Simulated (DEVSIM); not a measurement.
Device: Co/Si3N4/p-GaAs capacitor, at 300 K.

```
layer (left to right)  material  thickness (nm)  Na (cm⁻³)
---------------------  --------  --------------  ---------
1                         Si3N4            2.50          -
2                          GaAs            4300     2.2e16
```

Metal gate on the left, work function 5 eV. Fixed charge at the semiconductor interface 1.1e12 cm⁻² (in units of +e); no interface traps.

This is a model device: material constants are rounded textbook-type values typed into the input, and sizes, dopings and lifetimes were drawn at random. Values at 300 K.

```csv
parameter,Si3N4,GaAs
gap (eV),5.1,1.424
affinity (eV),2.1,4.07
permittivity,7.5,12.9
Nc (cm⁻³),-,4.7e17
Nv (cm⁻³),-,9e18
```

Model (solved in DEVSIM): 1D Poisson equation in equilibrium, Boltzmann statistics, complete ionisation; no quantum confinement or tunnelling. Metal contacts follow the ideal Schottky-Mott rule: no Fermi-level pinning, no interface dipoles.

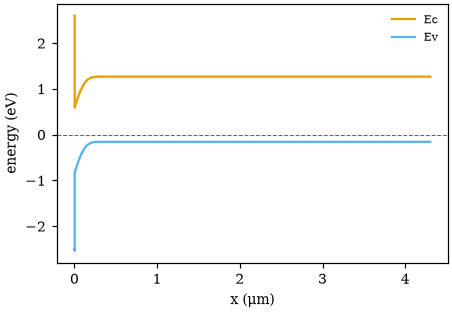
Figure: Band edges at 0.3 V on the gate

Energies count from the Fermi level of the right contact; mesh points crowd at the junctions.

```csv
x (μm),Ec (eV),Ev (eV),n (cm⁻³),p (cm⁻³),field (V/cm)
0.000,2.600,-2.500,< 1e2,< 1e2,-160000
0.0008929,2.586,-2.514,< 1e2,< 1e2,-160000
0.001787,2.572,-2.528,< 1e2,< 1e2,-160000
0.002668,0.592,-0.832,5.3e7,95000,63000
0.005012,0.607,-0.817,3.0e7,170000,63000
0.009080,0.632,-0.792,1.1e7,450000,61000
0.01765,0.684,-0.740,1500000,3300000,59000
0.04491,0.832,-0.592,4900,1.0e9,50000
0.09316,1.039,-0.385,< 1e2,3.1e12,35000
0.2015,1.250,-0.174,< 1e2,1.1e16,5900
0.4232,1.268,-0.155,< 1e2,2.2e16,≈ 0
1.128,1.268,-0.155,< 1e2,2.2e16,≈ 0
2.293,1.268,-0.155,< 1e2,2.2e16,≈ 0
3.350,1.268,-0.155,< 1e2,2.2e16,≈ 0
3.958,1.268,-0.155,< 1e2,2.2e16,≈ 0
4.140,1.268,-0.155,< 1e2,2.2e16,≈ 0
4.226,1.268,-0.155,< 1e2,2.2e16,≈ 0
4.267,1.268,-0.155,< 1e2,2.2e16,≈ 0
4.290,1.268,-0.155,< 1e2,2.2e16,≈ 0
4.297,1.268,-0.155,< 1e2,2.2e16,≈ 0
4.301,1.268,-0.155,< 1e2,2.2e16,≈ 0
4.303,1.268,-0.155,< 1e2,2.2e16,≈ 0
```
